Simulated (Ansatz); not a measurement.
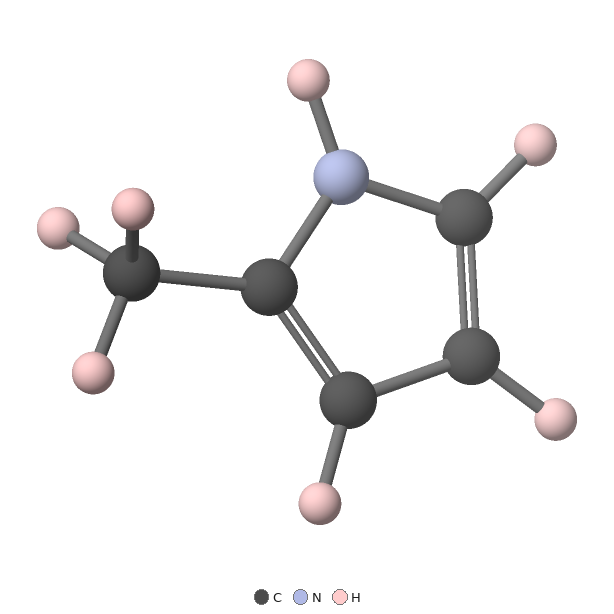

Ball-and-stick drawing of a structure. Double and triple bonds are drawn as two and three sticks.

The geometry was computed by an optimisation with PBE0-D4/def2-TZVP.

Identify the structure.

It has 13 atoms: 5 carbon, 7 hydrogen and 1 nitrogen (C₅H₇N). Its SMILES string is `Cc1ccc[nH]1`. Independent rings (smallest set): 1 of 5 members, 1 of them aromatic. This geometry has Cs symmetry. Coordination: 1 C tetrahedral; 4 C trigonal planar; 1 N trigonal planar.

The parts below concern this one geometry. Atoms keep their numbers from picture to picture.

Shape

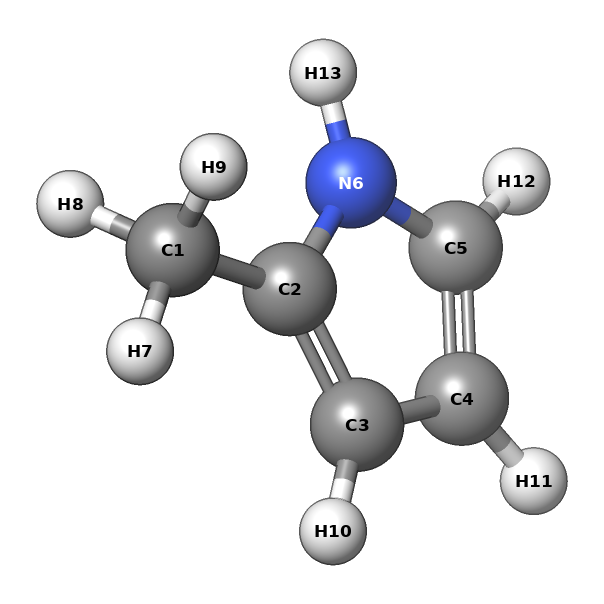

What are the angles C1–C2–C3, C2–C1–H8, C2–C3–C4, C2–C3–H10, C2–N6–C5, C2–N6–H13, C3–C2–N6, C4–C3–H10, C4–C5–N6, C4–C5–H12, C5–C4–H11, N6–C5–H12?

| angle | degrees |
| --- | --- |
| C1–C2–C3 | 131.1 |
| C2–C1–H8 | 112.1 |
| C2–C3–C4 | 107.9 |
| C2–C3–H10 | 125.2 |
| C2–N6–C5 | 110.5 |
| C2–N6–H13 | 124.6 |
| C3–C2–N6 | 106.9 |
| C4–C3–H10 | 126.9 |
| C4–C5–N6 | 107.6 |
| C4–C5–H12 | 131.1 |
| C5–C4–H11 | 125.8 |
| N6–C5–H12 | 121.3 |

Thermal motion

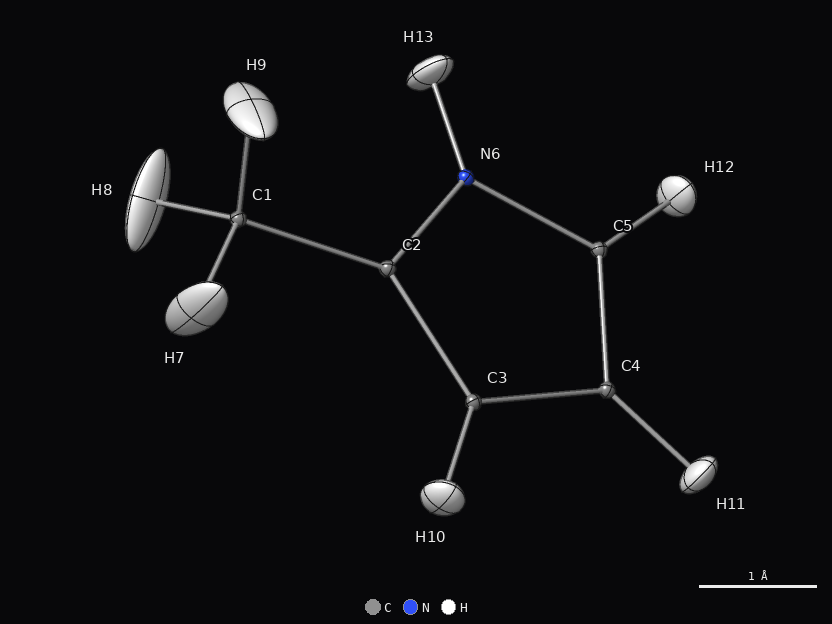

Displacement ellipsoids at the 50 % level, from the internal vibrations of the free molecule (harmonic, no overall translation or rotation; no half-axis is drawn under 0.075 Å). Vibrations computed with RKS PBE0-D4/def2-TZVP (Ansatz 0.2.0). Temperature: 100 K.

**Which atom has the largest mean-square displacement?**

H8, H9, with U_eq = 0.0377 Å².

**Does H9 move more along its bond or across it?**

Across it: the root-mean-square amplitude is 0.079 Å along the bond and up to 0.297 Å across, since bending and torsion are softer than stretching.

List U_eq and the three principal root-mean-square amplitudes for each kind of atom.

```json
{"atom": "C1", "U_eq (Å²)": "0.0013", "rms amplitudes (Å)": "0.036, 0.036, 0.038"}
{"atom": "C2", "U_eq (Å²)": "0.0017", "rms amplitudes (Å)": "0.030, 0.036, 0.053"}
{"atom": "C3", "U_eq (Å²)": "0.0013", "rms amplitudes (Å)": "0.031, 0.035, 0.040"}
{"atom": "C4", "U_eq (Å²)": "0.0012", "rms amplitudes (Å)": "0.028, 0.034, 0.042"}
{"atom": "C5", "U_eq (Å²)": "0.0012", "rms amplitudes (Å)": "0.028, 0.033, 0.040"}
{"atom": "N6", "U_eq (Å²)": "0.0013", "rms amplitudes (Å)": "0.029, 0.034, 0.045"}
{"atom": "H7", "U_eq (Å²)": "0.0345", "rms amplitudes (Å)": "0.078, 0.133, 0.282"}
{"atom": "H8, H9", "U_eq (Å²)": "0.0377", "rms amplitudes (Å)": "0.078, 0.137, 0.297"}
{"atom": "H10", "U_eq (Å²)": "0.0139", "rms amplitudes (Å)": "0.077, 0.124, 0.143"}
{"atom": "H11", "U_eq (Å²)": "0.0143", "rms amplitudes (Å)": "0.077, 0.121, 0.149"}
{"atom": "H12", "U_eq (Å²)": "0.0143", "rms amplitudes (Å)": "0.076, 0.119, 0.152"}
{"atom": "H13", "U_eq (Å²)": "0.0171", "rms amplitudes (Å)": "0.072, 0.118, 0.179"}
```

Dipole moment

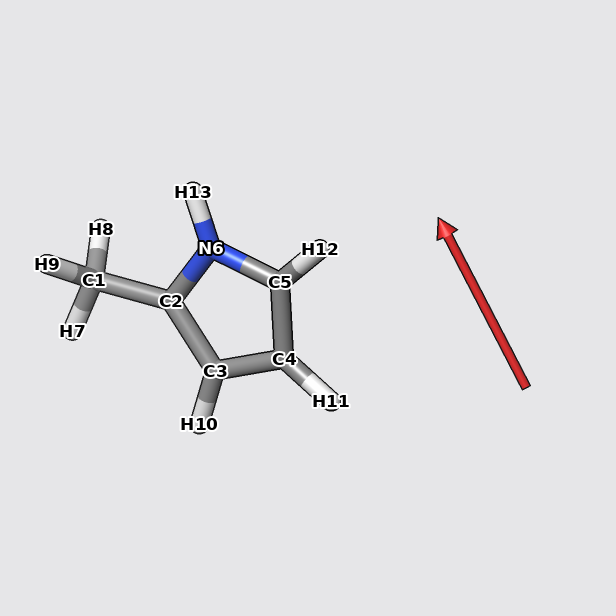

The arrow beside the molecule shows the direction of the dipole moment, from the negative to the positive end (its length means nothing). Level of theory: RKS PBE-D4/def2-TZVPP (Ansatz 0.2.0).

**How large is the dipole moment?**

2.01 D; it points from the side of H11 to the side of H8, H9, H13 (the outermost atoms at the two ends).

Vibrations

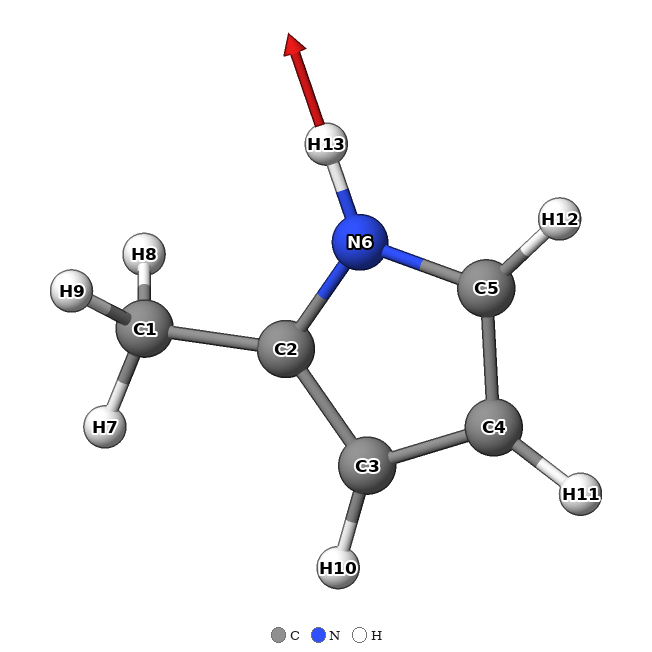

The arrows show one normal mode. Harmonic vibrations computed with RKS PBE0-D4/def2-TZVP (Ansatz 0.2.0) at a stationary point of the same level.

**What kind of motion is it?**

Mostly N–H stretching.

**At what wavenumber does it lie?**

3693 cm⁻¹; it is mode 33 of 33 counted from the lowest.
